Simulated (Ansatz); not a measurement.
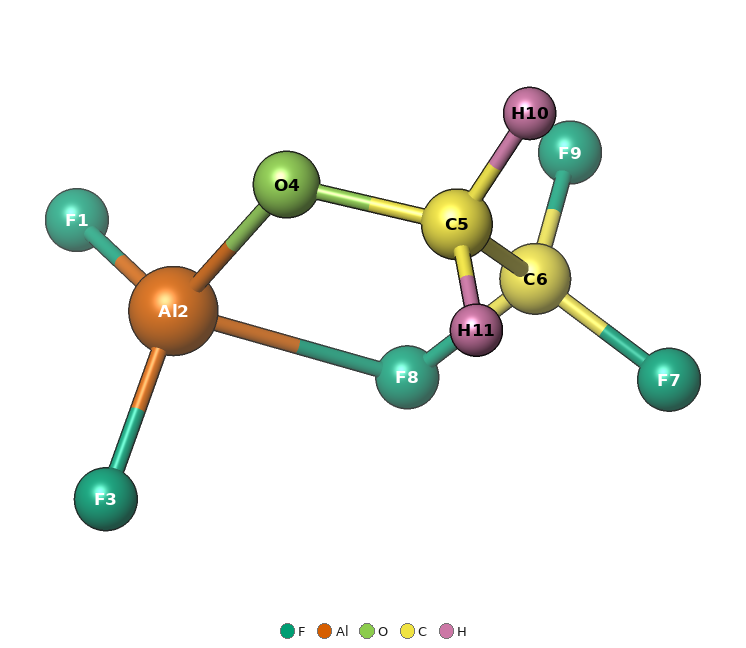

Atoms fade into the background with distance from the viewer. The computed structure is the end point of a PBE0-D4/def2-TZVP optimisation. No frequency run is at hand to confirm it as a minimum.

> How is the 5-membered ring Al2–O4–C5–C6–F8 puckered?

It is an envelope, with C5 as the flap. The Cremer–Pople amplitude Q is 0.33 Å.

> Give the torsion angles round the ring, beginning with the bond from its second to its third atom.

38°, −38°, 24°, −4°, −20°.
